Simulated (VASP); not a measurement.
Band structure of KZnF₃ (space group Pm-3m). These are LDA (Ceperley-Alder, Perdew-Zunger), VASP's LDA PAW potentials (set 64) (plane waves; VASP) values and carry that method's errors.

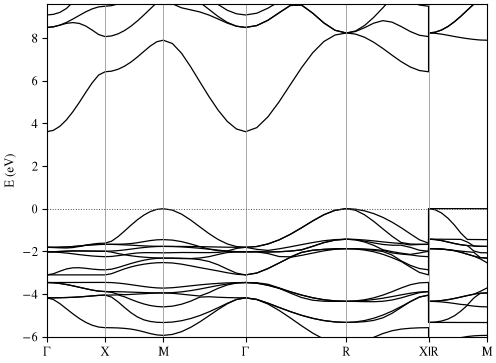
*Bands along high-symmetry lines, zero at the valence-band maximum or, without a gap, the Fermi level*

### Question
Read the plot: is there a gap, and where are the band edges?

### Answer
The gap is indirect, 3.61 eV, from the valence maximum at R-M at 0.22 to the conduction minimum at Γ.

The structure is a typed KZnF3 crystal. The cell was not relaxed at this level.
